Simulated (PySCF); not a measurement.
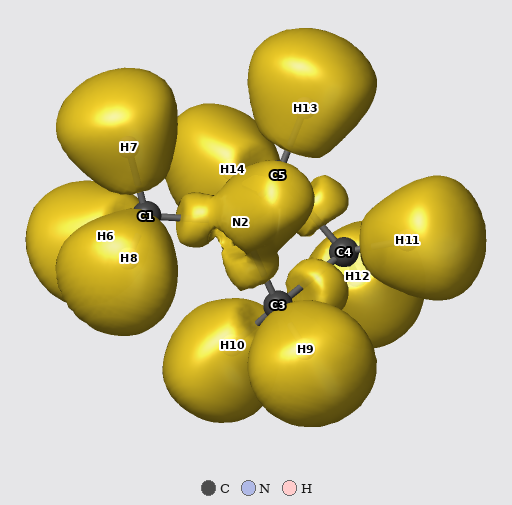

The picture shows: C4H9N. Isosurface of the electron localisation function at 0.75 (yellow), seen at a tilt. Core shells and regions of very low density are left out.

Geometry: PBE0-D3(BJ)/def2-SVP.

Theory: DFT single point, gas phase, functional wB97X in PySCF.

The calculation's input:

```
{"job": {"kind": "sp", "xc": "wB97X", "basis": "def2-TZVP", "d3": "d3bj", "grid": 2}, "charge": 0, "multiplicity": 1}
C      1.746677     0.224274     0.325235
N      0.347748     0.024856     0.545283
C     -0.619243     0.967238    -0.004728
C     -1.586755    -0.207033    -0.224253
C     -0.338938    -1.094481    -0.087982
H      2.015605     0.307499    -0.753802
H      2.321217    -0.613077     0.752234
H      2.082725     1.145011     0.828161
H     -0.926330     1.785186     0.669911
H     -0.290896     1.414250    -0.969076
H     -2.287947    -0.335929     0.611719
H     -2.135551    -0.243095    -1.174483
H     -0.409645    -2.015369     0.516521
H      0.085667    -1.360412    -1.081236
```

Launched as:

```sh
OMP_NUM_THREADS=1 python redox_run.py task.json out
```

What do the ELF domains correspond to?

Answer. The surface consists of two regions between bonded C–C atoms (shared pairs), nine regions around hydrogen nuclei and one region on N in which the atom's valence shell and bonds are merged. Along the contacts the grid gives the following. C–N (1.43 Å): the ELF peaks at about 0.95 between the atoms; a shared electron pair. C–C (1.54 Å): the ELF peaks at about 0.95 between the atoms, as expected for localised, covalent bonding.
